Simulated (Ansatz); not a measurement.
## Converging shifted k-point meshes: CuAu (P4mm, 2 atoms in the cell)

```
CELL_PARAMETERS angstrom
      2.81400     0.00000     0.00000
      0.00000     2.81400     0.00000
      0.00000     0.00000     3.68835
ATOMIC_POSITIONS crystal
  Cu 0.00000 0.00000 0.01356
  Au 0.50000 0.50000 0.50000
```

Method of the run: PBEsol, default PAW files made with PBE (plane waves; Ansatz, a program for electronic structure).

Base settings: basis.ecutwfc = 30.9 Ry; kpoints.mp_grid.grid = 12 12 9; hamiltonian.xc = pbesol; hamiltonian.pseudopotentials = {kind: paw} (the program's default PAW files); scf.occupations.method = fermi_dirac; scf.occupations.width = 0.0073 Ry.

In this ladder: kpoints.mp_grid.shift = 0.5 0.5 0.5.

Only quantities that move along the ladder and can be compared are tabulated.

The count of work is k-points × plane waves × bands × iterations; it is no time. 

The starting cell has typed, rounded lattice constants, without a prior relaxation at this level. Its lattice was rescaled by up to half a per cent. One atom was moved a little off its site on purpose. Spin polarisation is off. In the base run, with a pressure of about -4 GPa the cell is away from its equilibrium volume at this level. Ansatz's pressure includes its estimate of the finite-basis (Pulay) stress.

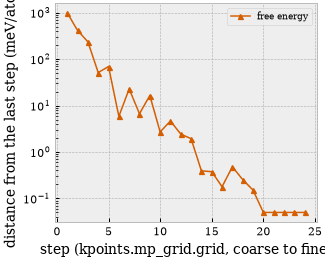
Figure. Distance from the last step along the ladder; very small values are drawn at a floor.

| kpoints.mp_grid.grid | free energy less the last step's (meV/atom) | pressure (GPa) | largest difference of a force vector from the last step's (eV/Å) | count of work / last |
|---|---|---|---|---|
| 2 2 2 | -984.47 | -16.32 | 0.049 | 0.00030 |
| 3 3 2 | 414.44 | -0.74 | 0.006 | 0.00090 |
| 3 3 3 | 234.84 | -0.64 | 0.007 | 0.0018 |
| 4 4 3 | -51.15 | -4.32 | 0.065 | 0.0018 |
| 5 5 4 | 69.00 | -3.27 | 0.002 | 0.0036 |
| 6 6 4 | -5.84 | -3.81 | 0.002 | 0.0036 |
| 6 6 5 | -22.74 | -4.47 | 0.007 | 0.0054 |
| 7 7 5 | 6.66 | -4.08 | 0.002 | 0.011 |
| 7 7 6 | 16.43 | -4.02 | 0.002 | 0.011 |
| 8 8 6 | -2.70 | -4.27 | 0.004 | 0.011 |
| 9 9 7 | 4.64 | -3.82 | 0.003 | 0.021 |
| 10 10 8 | -2.43 | -4.16 | 0.001 | 0.021 |
| 11 11 9 | 1.93 | -3.81 | 0.003 | 0.037 |
| 12 12 10 | -0.39 | -4.08 | 0.000 | 0.037 |
| 14 14 11 | 0.38 | -4.12 | 0.001 | 0.059 |
| 15 15 12 | -0.18 | -3.97 | 0.000 | 0.076 |
| 17 17 13 | -0.48 | -4.01 | 0.000 | 0.11 |
| 18 18 14 | 0.25 | -4.04 | 0.000 | 0.11 |
| 20 20 16 | 0.15 | -4.04 | 0.000 | 0.15 |
| 23 23 17 | -0.03 | -4.01 | 0.000 | 0.25 |
| 25 25 19 | 0.01 | -4.02 | 0.000 | 0.32 |
| 28 28 21 | -0.01 | -4.02 | 0.000 | 0.41 |
| 31 31 24 | 0.02 | -4.02 | 0.000 | 0.57 |
| 34 34 26 | -0.01 | -4.02 | 0.000 | 0.70 |
| 38 38 29 | 0.00 | -4.02 | 0.000 | 1.0 |

Coarsest kpoints.mp_grid.grid that holds the forces within 0.01 eV/Å of the last step, with all finer ones: 5 5 4, at 0.0036 of the last step's count of work; the step before is off by 0.065 eV/Å.

Coarsest kpoints.mp_grid.grid that holds the pressure within 0.05 GPa of the last step, with all finer ones: 17 17 13, at 0.11 of the last step's count of work; the step before is off by 0.05 GPa.

Coarsest kpoints.mp_grid.grid that holds the free energy within 5 meV/atom of the last step, with all finer ones: 8 8 6, at 0.011 of the last step's count of work; the step before is off by 16 meV/atom.

Keys are those of Ansatz 0.2.
